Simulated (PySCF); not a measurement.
## Two runs on InS

System: InS, multiplicity 2.
Method of run 1: UHF/def2-svp (PySCF 2.14.0).

Text and figures count atoms from 1; the logs count them from 0 in places.

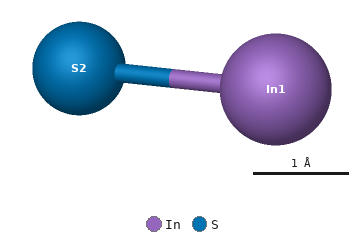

The input geometry (ball-and-stick view, seen at a tilt; atoms are numbered from 1 in the order of the input). Sticks mark near contacts.

## Input file, run 1
```python
from pyscf import gto, scf

mol = gto.M(
    atom='In 0 0 0; S 0 0 2.375',
    basis='def2-svp',
    ecp={'In': 'def2-svp'},
    charge=0,
    spin=1,
    verbose=4,
)
mf = scf.UHF(mol)
mf = scf.addons.smearing_(mf, sigma=0.05, method='fermi')
mf.kernel()
mf.dip_moment()
print('orbital energies (hartree):', [e[max(0, n-3):n+3].round(4) for e, n in zip(mf.mo_energy, mol.nelec)])
```

Launched with:
```bash
OMP_NUM_THREADS=1 python input.py
```

Hardware: 1 CPU thread, shared host.

## Output, shortened to warnings, some set-up lines, iterations and results (run 1)
```
[...]
cycle= 1 E= -585.967810989108  delta_E=  -21  |g|= 1.32  |ddm|=  8.3
cycle= 2 E= -586.273420080675  delta_E= -0.306  |g|= 1.27  |ddm|= 2.35
cycle= 3 E= -586.417878337009  delta_E= -0.144  |g|= 0.358  |ddm|= 0.898
cycle= 4 E= -586.483916074961  delta_E= -0.066  |g|= 0.138  |ddm|= 0.304
cycle= 5 E= -586.483733130698  delta_E= 0.000183  |g|= 0.00977  |ddm|= 0.0772
[... 9 lines ...]
cycle= 15 E= -586.488398618783  delta_E= 1.23e-08  |g|= 4.95e-08  |ddm|= 1.84e-07
cycle= 16 E= -586.488398611472  delta_E= 7.31e-09  |g|= 3.18e-08  |ddm|= 1.11e-07
cycle= 17 E= -586.488398608447  delta_E= 3.02e-09  |g|= 2.53e-08  |ddm|= 4.43e-08
cycle= 18 E= -586.488398599559  delta_E= 8.89e-09  |g|= 2.47e-08  |ddm|= 1.35e-07
cycle= 19 E= -586.488398598702  delta_E= 8.57e-10  |g|= 8.57e-09  |ddm|= 5.64e-08
    sigma = 0.05  Optimized mu = -0.197484246114  entropy = 2.83223165775
    Total E(T) = -586.48839859919  Free energy = -586.630010182077  E0 = -586.559204390633
Extra cycle  E= -586.48839859919  delta_E= -4.88e-10  |g|= 4.47e-09  |ddm|= 2.14e-08
converged SCF energy = -586.48839859919  <S^2> = 0  2S+1 = 1
Dipole moment(X, Y, Z, Debye):  0.00000,  0.00000, -3.82440
orbital energies (hartree): [array([-0.3153, -0.3153, -0.2294,  0.0255,  0.0255,  0.1113]), array([-0.4484, -0.3153, -0.3153, -0.2294,  0.0255,  0.0255])]
```

Run 2 used a changed input.

## The two runs side by side

| quantity | run 1 | run 2 |
| --- | --- | --- |
| outcome | converged | converged |
| SCF energy (hartree) | −586.488399 | −586.636807 |
| dipole moment (D) | 3.82 | 1.68 |
| SCF iterations | 19 | 11 |
| ⟨S²⟩ | – | 0.758 |
| wall time (shared host) | 1.4 s | 1.2 s |

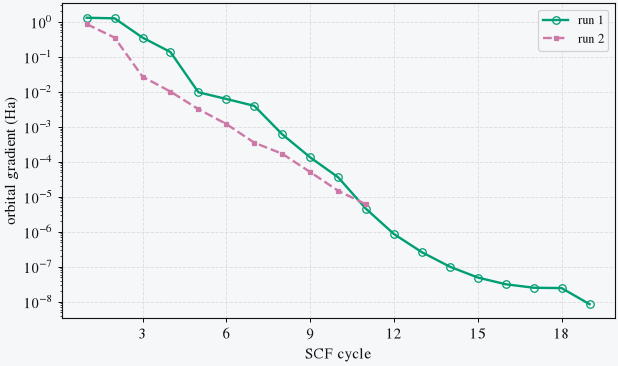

Convergence of the two runs: orbital gradient against the SCF cycle. Run 1 takes 19 cycles in all, and run 2 takes 11.

Which change of the input explains these differences?

The change (lines with − go, lines with + come):
```diff
-mf = scf.addons.smearing_(mf, sigma=0.05, method='fermi')
```

The energy of run 2 is 93.1 kcal/mol lower, which measures how much it depends on this numerical setting. The dipole moment goes from 3.82 to 1.68 D. The SCF takes 11 iterations against 19.

## Output, shortened to warnings, some set-up lines, iterations and results (run 2)
```
WARN: beta  nocc = 18  HOMO -0.615326011898353 >= LUMO -0.615326011898298
WARN: HOMO -0.615326011898298 >= LUMO -0.615326011898298
[...]
cycle= 1 E= -586.231268367432  delta_E= -21.2  |g|= 0.87  |ddm|= 8.34
cycle= 2 E= -586.58687133829  delta_E= -0.356  |g|= 0.357  |ddm|= 2.25
cycle= 3 E= -586.635337570405  delta_E= -0.0485  |g|= 0.0274  |ddm|= 0.439
cycle= 4 E= -586.636544318181  delta_E= -0.00121  |g|= 0.0102  |ddm|= 0.0784
cycle= 5 E= -586.636776459988  delta_E= -0.000232  |g|= 0.00322  |ddm|= 0.0383
cycle= 6 E= -586.636802369772  delta_E= -2.59e-05  |g|= 0.00121  |ddm|= 0.0112
cycle= 7 E= -586.636806273946  delta_E= -3.9e-06  |g|= 0.000354  |ddm|= 0.00481
cycle= 8 E= -586.636806630593  delta_E= -3.57e-07  |g|= 0.000171  |ddm|= 0.0013
cycle= 9 E= -586.636806760691  delta_E= -1.3e-07  |g|= 5.13e-05  |ddm|= 0.00108
cycle= 10 E= -586.636806772539  delta_E= -1.18e-08  |g|= 1.5e-05  |ddm|= 0.000365
cycle= 11 E= -586.636806773351  delta_E= -8.12e-10  |g|= 6.12e-06  |ddm|= 9.06e-05
  alpha nocc = 19  HOMO = -0.302516472050357  LUMO = 0.0357829842925288
  beta  nocc = 18  HOMO = -0.295636424112868  LUMO = -0.0167773833350884
  HOMO = -0.295636424113  LUMO = -0.0167773833351  gap/eV = 7.58814
Extra cycle  E= -586.636806773446  delta_E= -9.52e-11  |g|= 4e-06  |ddm|= 1.76e-05
converged SCF energy = -586.636806773446  <S^2> = 0.75828916  2S+1 = 2.0082721
Dipole moment(X, Y, Z, Debye):  0.00000,  0.00000, -1.68185
orbital energies (hartree): [array([-0.4368, -0.3742, -0.3025,  0.0263,  0.0348,  0.1091]), array([-0.4597, -0.3498, -0.2956, -0.0168,  0.0358,  0.0825])]
```
